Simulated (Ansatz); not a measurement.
# CH₇NSn: shape, modes and thermochemistry

Aim: relax CH₇NSn from a cheap starting geometry, check the end point by its vibrations and derive ideal-gas thermochemistry.

The runs use Ansatz 0.2.0, Gaussian basis; RKS PBE0-D4/def2-TZVP.

The runs, in order: relaxation at PBE-D4/def2-SVP; relaxation at PBE0-D4/def2-TZVP; harmonic vibrations at the same level.

1 further run of the same task is left out (set aside as unsound or not needed).

## 1. Where the work starts

SMILES `N[CH2][SnH3]`, 10 atoms, charge 0, spin multiplicity 1.

Atoms are counted from 1 here; the program's logs count them from 0.

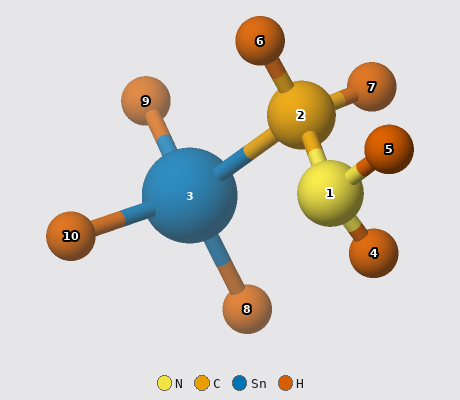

The starting geometry (nitrogen yellow, carbon amber, tin blue, hydrogen orange); atoms are numbered from 1 in the order of the file.

Geometry (Å):

```xyz
10
charge 0, multiplicity 1
N    -0.5904    0.2382   -1.4347
C    -0.3514    0.7283   -0.0927
Sn    0.8341   -0.7269    0.8947
H    -1.1670   -0.5583   -1.3826
H    -1.2146    1.0153   -1.9256
H     0.2093    1.7070   -0.1289
H    -1.2644    0.8796    0.4819
H     0.0420   -2.2327    0.9683
H     1.2208   -0.1613    2.5753
H     2.3645   -0.9403    0.0474
```

The start is a force-field geometry with small random shifts, so a cheaper pass at PBE-D4/def2-SVP comes first. Sn takes the def2 core potential; no spin-orbit term is included.

## 2. Relaxation at PBE-D4/def2-SVP (cheap first pass)

The input, in.yaml:

```yaml
crystal:
  periodic: [false, false, false]
  atoms:
    - {symbol: N, position_ang: [-0.590400, 0.238200, -1.434700]}
    - {symbol: C, position_ang: [-0.351400, 0.728300, -0.092700]}
    - {symbol: Sn, position_ang: [0.834100, -0.726900, 0.894700]}
    - {symbol: H, position_ang: [-1.167000, -0.558300, -1.382600]}
    - {symbol: H, position_ang: [-1.214600, 1.015300, -1.925600]}
    - {symbol: H, position_ang: [0.209300, 1.707000, -0.128900]}
    - {symbol: H, position_ang: [-1.264400, 0.879600, 0.481900]}
    - {symbol: H, position_ang: [0.042000, -2.232700, 0.968300]}
    - {symbol: H, position_ang: [1.220800, -0.161300, 2.575300]}
    - {symbol: H, position_ang: [2.364500, -0.940300, 0.047400]}
basis:
  gaussian: {orbitals: def2-SVP}
hamiltonian: {xc: pbe, dispersion: d4}
relax: {f_tol: 0.03, max_steps: 200}
```

Run with:

```
> ansatz run in.yaml --threads 2 --pin off --events-out ev --progress --plain --max-ram 4352MiB
```

What it wrote, shortened:

```text
Functional definition: PBE
  name "PBE"
  cite "Perdew, Burke & Ernzerhof, Phys. Rev. Lett. 77, 3865 (1996) doi:10.1103/PhysRevLett.77.3865"
  parent pbe
[...]
1027 factors; their error is unknown
[...]
mean field -8465.24598165 eV, -311.0920518759 hartree, gradient 6.9e-5 eV, S^2 0.000000; 0 other end points of the search recorded, 0 dependent functions left out
[...]
reference -8465.24602349 eV, -311.0920534133 hartree; 21, 21 occupied and 68, 68 virtual orbitals, 1027 factors
relax step   1: F+E_penalty+E_count = -8465.41538807 eV  Δ(F+E_penalty+E_count) = +0.000e0 eV  max|allowed force component| = 3.627e0 eV/Å  Δτ_max = 0.0000 Å  (26 SCF iters, accepted)
[...]
relax step   5: F+E_penalty+E_count = -8465.73285115 eV  Δ(F+E_penalty+E_count) = -2.234e-3 eV  max|allowed force component| = 7.334e-2 eV/Å  Δτ_max = 0.0387 Å  (28 SCF iters, accepted)
[...]
relax step   6: F+E_penalty+E_count = -8465.73383572 eV  Δ(F+E_penalty+E_count) = -9.846e-4 eV  max|allowed force component| = 2.075e-2 eV/Å  Δτ_max = 0.0183 Å  (28 SCF iters, accepted)
1027 factors; their error is unknown
[...]
mean field -8465.56619998 eV, -311.1038196823 hartree, gradient 2.2e-5 eV, S^2 0.000000; 1 other end points of the search recorded, 0 dependent functions left out
[...]
reference -8465.56624259 eV, -311.1038212485 hartree; 21, 21 occupied and 68, 68 virtual orbitals, 1027 factors
Total energy: -8465.73387833 eV, -311.1099817483 hartree
Atom 0 at    -0.697036     0.206754    -1.418111 Å, force    -0.009432    -0.008625     0.013679 eV/Å
Atom 1 at    -0.356028     0.752102    -0.109123 Å, force    -0.009017    -0.002039    -0.020748 eV/Å
Atom 2 at     0.902385    -0.707347     0.935466 Å, force     0.010176    -0.001969    -0.000495 eV/Å
Atom 3 at    -1.382008    -0.554177    -1.324131 Å, force     0.017471     0.013902     0.002296 eV/Å
Atom 4 at    -1.148150     0.921232    -2.005288 Å, force    -0.002892     0.000435    -0.006674 eV/Å
Atom 5 at     0.278067     1.654364    -0.236049 Å, force     0.000651    -0.004479     0.003663 eV/Å
Atom 6 at    -1.206142     1.047831     0.554618 Å, force    -0.000306     0.002540     0.006152 eV/Å
Atom 7 at     0.127402    -2.254081     0.824309 Å, force    -0.003972    -0.000984    -0.001423 eV/Å
Atom 8 at     1.115682    -0.311241     2.611131 Å, force    -0.002201     0.000971     0.005167 eV/Å
Atom 9 at     2.448728    -0.806536     0.170278 Å, force    -0.000478     0.000247    -0.001618 eV/Å
Dipole moment:    -0.340776     0.216970    -0.062937 e Å
```

It took 8 s on 2 threads of Arm Neoverse V2, shared host.

The steps of the relaxation:

```
step  energy from step 1 (eV)  largest force component (eV/Å)
   1                   0.0000                          3.6274
   2                  -0.2271                          0.9726
   3                  -0.2499                          1.3767
   4                  -0.3152                          0.0853
   5                  -0.3175                          0.0733
   6                  -0.3184                          0.0207
```

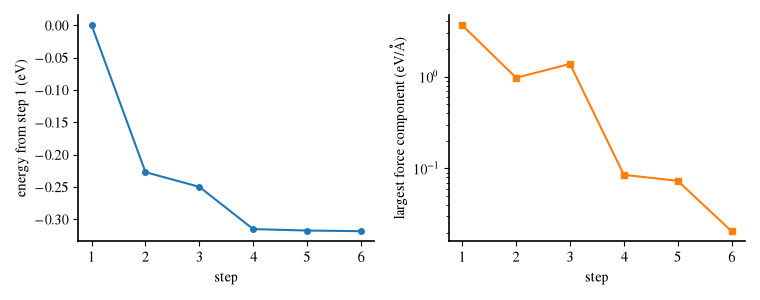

Energy and force, step by step.

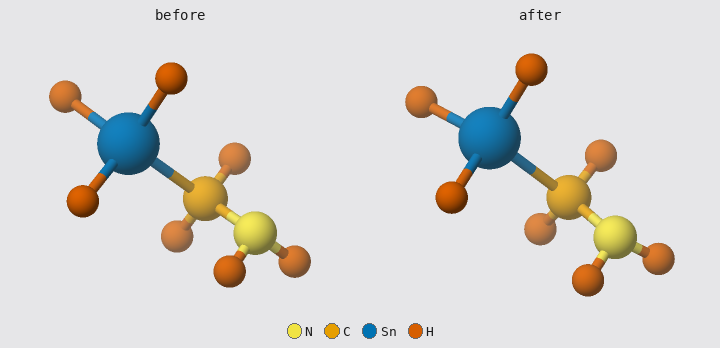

The geometry before (left) and after (right).

Close pairs (by a distance rule), those that changed most:

```
   bond  before (Å)  after (Å)  change (Å)
  N1–H5       1.111      1.029      -0.082
 Sn3–H9       1.815      1.735      -0.080
 C2–Sn3       2.121      2.192      +0.071
  N1–H4       0.985      1.028      +0.043
Sn3–H10       1.762      1.728      -0.034
 Sn3–H8       1.703      1.734      +0.031
  C2–H7       1.089      1.118      +0.029
  C2–H6       1.129      1.110      -0.018
```

## 3. Geometry optimisation, PBE0-D4/def2-TZVP

The input, in.yaml:

```yaml
crystal:
  periodic: [false, false, false]
  atoms:
    - {symbol: N, position_ang: [-0.697036, 0.206754, -1.418111]}
    - {symbol: C, position_ang: [-0.356028, 0.752102, -0.109123]}
    - {symbol: Sn, position_ang: [0.902385, -0.707347, 0.935466]}
    - {symbol: H, position_ang: [-1.382008, -0.554177, -1.324131]}
    - {symbol: H, position_ang: [-1.148150, 0.921232, -2.005288]}
    - {symbol: H, position_ang: [0.278067, 1.654364, -0.236049]}
    - {symbol: H, position_ang: [-1.206142, 1.047831, 0.554618]}
    - {symbol: H, position_ang: [0.127402, -2.254081, 0.824309]}
    - {symbol: H, position_ang: [1.115682, -0.311241, 2.611131]}
    - {symbol: H, position_ang: [2.448728, -0.806536, 0.170278]}
basis:
  gaussian: {orbitals: def2-TZVP}
hamiltonian: {xc: pbe0, dispersion: d4}
relax: {f_tol: 0.005, max_steps: 150}
```

Launched as before.

What it wrote, shortened:

```text
Functional definition: PBE0
  name "PBE0"
  cite "Adamo & Barone, J. Chem. Phys. 110, 6158 (1999) doi:10.1063/1.478522"
  cite "Perdew, Burke & Ernzerhof, Phys. Rev. Lett. 77, 3865 (1996) doi:10.1103/PhysRevLett.77.3865"
  parent pbe
[...]
1104 factors; their error is unknown
[...]
mean field -8469.54506462 eV, -311.2500402610 hartree, gradient 5.2e-5 eV, S^2 0.000000; 0 other end points of the search recorded, 0 dependent functions left out
[...]
reference -8469.54510356 eV, -311.2500416918 hartree; 21, 21 occupied and 133, 133 virtual orbitals, 1104 factors
relax step   1: F+E_penalty+E_count = -8469.68623746 eV  Δ(F+E_penalty+E_count) = +0.000e0 eV  max|allowed force component| = 7.646e-1 eV/Å  Δτ_max = 0.0000 Å  (26 SCF iters, accepted)
[...]
Atom 0 at    -0.704267     0.228672    -1.411401 Å, force    -0.000439     0.000639     0.002214 eV/Å
Atom 1 at    -0.329967     0.748837    -0.105474 Å, force     0.001499     0.001023    -0.003582 eV/Å
Atom 2 at     0.891116    -0.705018     0.918223 Å, force    -0.000365     0.000440    -0.002581 eV/Å
Atom 3 at    -1.300212    -0.584412    -1.324952 Å, force     0.000443    -0.000924     0.000640 eV/Å
Atom 4 at    -1.219049     0.918164    -1.946411 Å, force     0.000492     0.000213     0.000232 eV/Å
Atom 5 at     0.296343     1.634081    -0.239822 Å, force    -0.001651    -0.001008    -0.000172 eV/Å
Atom 6 at    -1.166504     1.039616     0.544654 Å, force    -0.000654     0.000205     0.001505 eV/Å
Atom 7 at     0.112264    -2.225911     0.809673 Å, force    -0.000672     0.000040    -0.000430 eV/Å
Atom 8 at     1.073242    -0.293767     2.569646 Å, force    -0.000036     0.000007     0.001026 eV/Å
Atom 9 at     2.429933    -0.811361     0.188963 Å, force     0.001381    -0.000635     0.001148 eV/Å
Dipole moment:    -0.314665     0.184298    -0.008135 e Å
```

Run time: 22 s. Hardware: 2 threads of Arm Neoverse V2, shared host; peak memory 0.32 GiB.

Along the way:

```
step  energy from step 1 (eV)  largest force component (eV/Å)
   1                   0.0000                          0.7646
   2                  -0.0357                          0.3455
   3                  -0.0432                          0.0878
   4                  -0.0439                          0.0835
   5                  -0.0443                          0.0466
   6                  -0.0445                          0.0117
   7                  -0.0446                          0.0036
```

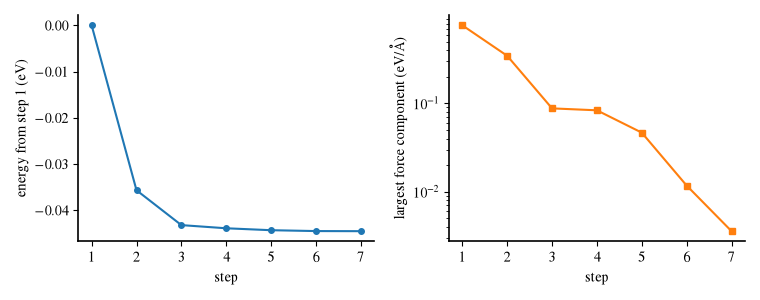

Energy and force, step by step.

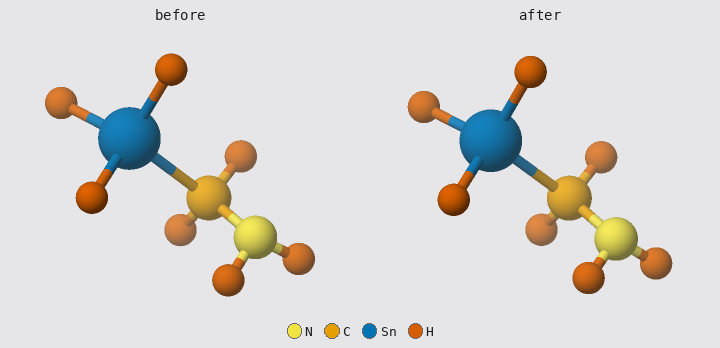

The geometry before (left) and after (right).

Distances of close pairs at the start and the end, largest changes first:

```
   bond  before (Å)  after (Å)  change (Å)
 C2–Sn3       2.192      2.157      -0.035
 Sn3–H9       1.735      1.712      -0.023
Sn3–H10       1.728      1.706      -0.022
 Sn3–H8       1.734      1.712      -0.021
  C2–H7       1.118      1.099      -0.020
  C2–H6       1.110      1.093      -0.017
  N1–H4       1.028      1.012      -0.016
  N1–H5       1.029      1.013      -0.016
```

Mulliken charges of the relaxed molecule (report file):

```
atom  value (e)
  N1      -0.52
  C2      -0.38
 Sn3       0.39
  H4       0.23
  H5       0.22
  H6       0.13
  H7       0.12
  H8      -0.07
  H9      -0.07
 H10      -0.06
```

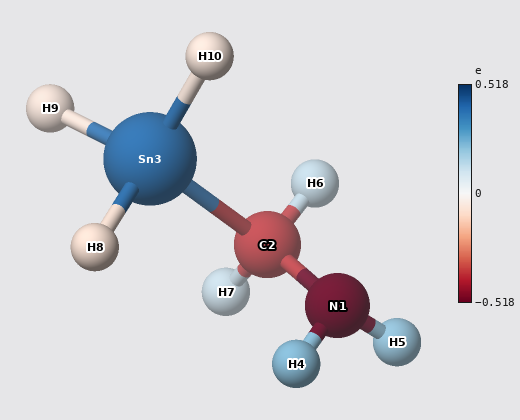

Mulliken charges of the relaxed molecule (report file), as colours on the atoms.

## 4. Force constants and modes

The input, in.yaml:

```yaml
crystal:
  periodic: [false, false, false]
  atoms:
    - {symbol: N, position_ang: [-0.704267, 0.228672, -1.411401]}
    - {symbol: C, position_ang: [-0.329967, 0.748837, -0.105474]}
    - {symbol: Sn, position_ang: [0.891116, -0.705018, 0.918223]}
    - {symbol: H, position_ang: [-1.300212, -0.584412, -1.324952]}
    - {symbol: H, position_ang: [-1.219049, 0.918164, -1.946411]}
    - {symbol: H, position_ang: [0.296343, 1.634081, -0.239822]}
    - {symbol: H, position_ang: [-1.166504, 1.039616, 0.544654]}
    - {symbol: H, position_ang: [0.112264, -2.225911, 0.809673]}
    - {symbol: H, position_ang: [1.073242, -0.293767, 2.569646]}
    - {symbol: H, position_ang: [2.429933, -0.811361, 0.188963]}
basis:
  gaussian: {orbitals: def2-TZVP}
hamiltonian: {xc: pbe0, dispersion: d4}
phonons: {temperatures: {t_min: 298.15, t_max: 900, t_step: 200}}
```

Same command.

What it wrote, shortened:

```text
Functional definition: PBE0
  name "PBE0"
  cite "Adamo & Barone, J. Chem. Phys. 110, 6158 (1999) doi:10.1063/1.478522"
  cite "Perdew, Burke & Ernzerhof, Phys. Rev. Lett. 77, 3865 (1996) doi:10.1103/PhysRevLett.77.3865"
  parent pbe
[...]
1104 factors; their error is unknown
[...]
mean field -8469.58873361 eV, -311.2516450667 hartree, gradient 3.6e-5 eV, S^2 0.000000; 0 other end points of the search recorded, 0 dependent functions left out
[...]
reference -8469.58877228 eV, -311.2516464878 hartree; 21, 21 occupied and 133, 133 virtual orbitals, 1104 factors
[...]
1104 factors; their error is unknown
mean field -8469.58861066 eV, -311.2516405485 hartree, gradient 1.3e-6 eV, S^2 0.000000; 0 other end points of the search recorded, 0 dependent functions left out
[...]
reference -8469.58864932 eV, -311.2516419692 hartree; 21, 21 occupied and 133, 133 virtual orbitals, 1104 factors
[...]
Atom 3 at    -1.300212    -0.584412    -1.324952 Å, force     0.000456    -0.000903     0.000709 eV/Å
Atom 4 at    -1.219049     0.918164    -1.946411 Å, force     0.000502     0.000201     0.000244 eV/Å
Atom 5 at     0.296343     1.634081    -0.239822 Å, force    -0.001651    -0.001006    -0.000184 eV/Å
Atom 6 at    -1.166504     1.039616     0.544654 Å, force    -0.000651     0.000215     0.001519 eV/Å
Atom 7 at     0.112264    -2.225911     0.809673 Å, force    -0.000657     0.000023    -0.000468 eV/Å
Atom 8 at     1.073242    -0.293767     2.569646 Å, force    -0.000042     0.000036     0.001021 eV/Å
Atom 9 at     2.429933    -0.811361     0.188963 Å, force     0.001383    -0.000615     0.001153 eV/Å
Dipole moment:    -0.314664     0.184298    -0.008134 e Å
Vibrations: 97.63 191.98 255.36 410.39 427.29 552.61 685.68 721.18 726.53 751.25 860.95 1086.30 1094.28 1240.65 1326.06 1483.72 1662.77 1925.11 1928.78 1948.07 2996.50 3095.39 3515.01 3599.82 cm⁻¹, zero-point energy 2.019908 eV
```

It took 2 min on 2 threads of Arm Neoverse V2, shared host; peak memory 0.34 GiB.

Motions are named by where the mode's potential energy lies. The modes, unscaled (a negative number is an imaginary wavenumber):

```
mode  cm⁻¹                  motion
   1    98                 torsion
   2   192                    bend
   3   255                 torsion
   4   410       bend with torsion
   5   427  bend with Sn–C stretch
   6   553  Sn–C stretch with bend
   7   686                    bend
   8   721       bend with torsion
   9   727       bend with torsion
  10   751       torsion with bend
  11   861       torsion with bend
  12  1086   C–N stretch with bend
  13  1094   bend with C–N stretch
  14  1241                    bend
  15  1326                    bend
  16  1484                    bend
  17  1663                    bend
  18  1925            Sn–H stretch
  19  1929            Sn–H stretch
  20  1948            Sn–H stretch
  21  2996             C–H stretch
  22  3095             C–H stretch
  23  3515             N–H stretch
  24  3600             N–H stretch
```

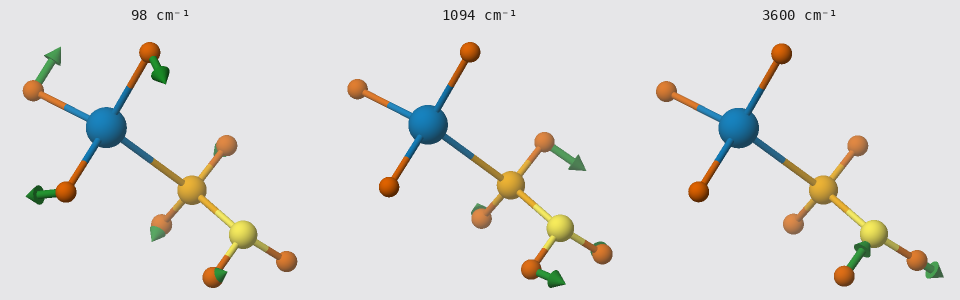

How the atoms move in 3 of the modes.

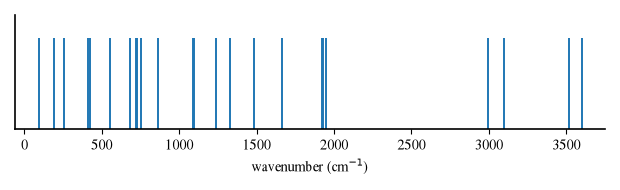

The harmonic wavenumbers as sticks (no intensities were computed).

From these modes and the moments of inertia (298.15 K, 1 bar, symmetry number 1):

```
                term            value
   zero-point energy     194.9 kJ/mol
          H(298) − E     213.0 kJ/mol
entropy, translation  171.5 J/(mol K)
   entropy, rotation  104.7 J/(mol K)
  entropy, vibration   47.0 J/(mol K)
      entropy, total  323.2 J/(mol K)
```

## 5. Summary of results

| quantity | value |
| --- | --- |
| point group | C1 |
| steps | 6 + 7 |
| shift from the start (rms) | 0.150 Å |
| total energy | -8469.7308 eV |
| dispersion term | -142 meV |
| dipole moment | 1.75 D |
| lowest, highest wavenumber | 98, 3600 cm⁻¹ |
| zero-point energy | 194.9 kJ/mol |
| entropy at 298.15 K | 323.2 J/(mol K) |

What this shows: The relaxed geometry lies 0.15 Å (rms) from the start; the bond that changed most is Sn3–H9, from 1.815 to 1.712 Å. All wavenumbers are real, so the end point is a minimum. The stiffest mode, 3600 cm⁻¹, is an N–H stretch, and 2 modes under 200 cm⁻¹ make the vibrational entropy uncertain. Harmonic hybrid wavenumbers usually lie a few per cent above measured fundamentals. The largest Mulliken charge, -0.52 e, sits on N1.
